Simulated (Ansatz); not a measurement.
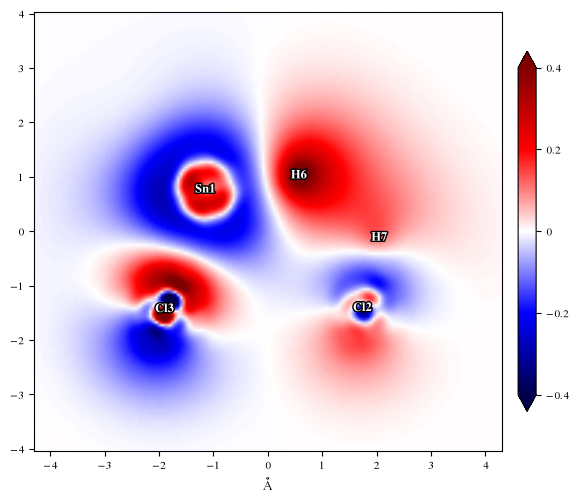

Figure. Cl3HSn···HCl. The LUMO on the plane of atoms Cl3, Sn1 and H6 (values in Å⁻³ᐟ²; the overall sign is arbitrary).

Core potentials replace the inner electrons of Sn; not at a stationary point (largest force 1.5 eV/Å).

The calculation used RKS BHLYP/def2-SVP (Ansatz 0.2.0).

```xyz
7

Sn   -0.5374    0.0000   -0.4782
Cl    0.0460    0.0000    3.0936
Cl    1.7539    0.0000   -0.1168
Cl   -1.0123    1.8898   -1.7549
Cl   -1.0123   -1.8898   -1.7549
H    -1.5595    0.0000    0.9094
H    -1.2336    0.0000    2.7504
```

Question: Where does this orbital lie, and at what energy?

Answer: Its weight (Hirshfeld) is mainly on Sn1 (about 35 %), Cl3 (about 20 %), H6 (about 15 %), Cl4 (about 10 %) and Cl5 (about 10 %). Its energy is −1.55 eV.
